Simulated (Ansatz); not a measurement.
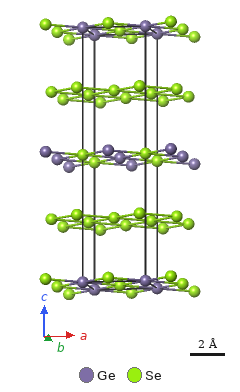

Solid GeSe3 (built on the TiAl3 (D0_22)_139 type), before the relaxation. The picture is a ball-and-stick view of the conventional cell (2 times the calculation's cell), seen from a free direction. Lengths and directions refer to the drawn axes.

Case: TiAl3 (D0_22) type (I4/mmm, No. 139).

These are results of Ansatz 0.2.0, DFT PBE, scalar-relativistic, plane waves, PAW, not measurements.

Input file:
```yaml
crystal:
  lattice:
    - [-1.8932749407, 1.8932749407, 7.6171166601]
    - [1.8932749407, -1.8932749407, 7.6171166601]
    - [1.8932749407, 1.8932749407, -7.6171166601]
  atoms:
    - { symbol: Ge, position: [0.0, 0.0, 0.0] }
    - { symbol: Se, position: [0.5, 0.5, 0.0] }
    - { symbol: Se, position: [0.25, 0.75, 0.5] }
    - { symbol: Se, position: [0.75, 0.25, 0.5] }
basis:
  ecutwfc: 420
kpoints:
  mp_grid: { grid: [18, 18, 18] }
hamiltonian:
  xc: pbe
scf:
  occupations: { method: gaussian, width: 0.1 }
output:
  forces: true
  stress: true
  eigenvalues: true
relax:
  adjacent_minimum: "off"
  f_tol: 0.01
  max_steps: 80
  cell: { stress_tol: 0.05 }
```

Run as
```bash
ansatz run input.yaml --threads 1 --pin off --max-ram 2560MiB --backend cpu --events-out ev --progress --plain --runs-dir out
```

Q: What does the optimiser find from here?

A: The atoms keep their places relative to the cell (all moves are under 0.005 Å). The volume changes by −3.5 %, with a = b 3.787 → 3.775 Å (−0.3 %), c 15.234 → 14.787 Å (−2.9 %). Some distances before and after: Ge1–Se2 2.677 → 2.669 Å, Se3–Se4 2.677 → 2.669 Å. The space group stays I4/mmm (No. 139). After 3 accepted moves (4 points after the start) the energy has fallen by 1.1 meV per atom. All forces vanish by symmetry, so only the cell relaxes. The pressure goes from −0.48 to 0.01 GPa. The SCF was repeated once at an unchanged geometry on a basis and grid sized afresh for the cell, which shifted the energy by 0.1 meV per atom at most.

History of the run:

```csv
step,"E − E(0), meV/atom","pressure, GPa","volume, Å³/atom",note
0,0.00,-0.48,27.303,
1,-0.65,0.12,26.833,
2,-0.99,0.06,26.613,
3,-1.14,0.01,26.337,
4,-1.07,0.01,26.337,"same geometry, new basis"
```

The structure at the end:

```xyz
4
Lattice="-1.8874 1.8874 7.3935 1.8874 -1.8874 7.3935 1.8874 1.8874 -7.3935" Properties=species:S:1:pos:R:3 pbc="T T T"
Ge    1.8874    1.8874    7.3935
Se    0.0000    0.0000    7.3935
Se    1.8874    0.0000    3.6968
Se    0.0000    1.8874    3.6968
```

The end point in the same view:

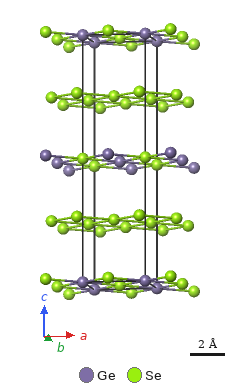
